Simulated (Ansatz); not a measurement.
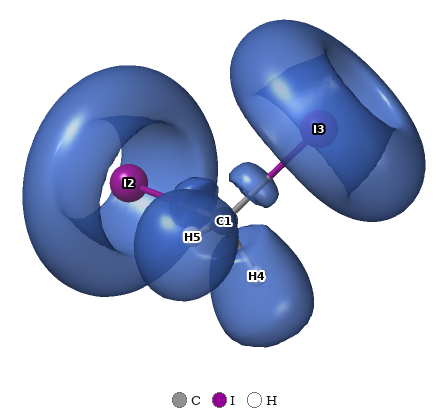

Figure. CH2I2 (SMILES ICI). Isosurface of the ELF at 0.75 (blue), seen at a tilt. Core shells and regions of very low density are left out.

Geometry: PBE-D3(BJ)/def2-SVP; core potentials replace the inner electrons of I.

Computed with isolated molecule in a Gaussian basis; Kohn-Sham density functional theory, functional PBE0 in Ansatz.

```xyz
5

C    -0.6102   -0.1916    0.0483
I     0.4136    0.0774   -1.8358
I     0.4648   -1.2784    1.5759
H    -1.5359   -0.7520   -0.1608
H    -0.8225    0.8124    0.4503
```

> Identify the bonds, lone pairs and shells in this picture.

At this value the surface marks out two regions between bonded C–I atoms (shared pairs), two regions around hydrogen nuclei and two rings or bowls of non-bonding electrons around I. Along the contacts the grid gives the following. C–I (2.16 Å): the ELF peaks at about 0.85 between the atoms: a shared electron pair. C–H (1.10 Å): the ELF climbs to about 1 towards the hydrogen, as it does in any bond to H; a covalent bond by its length.
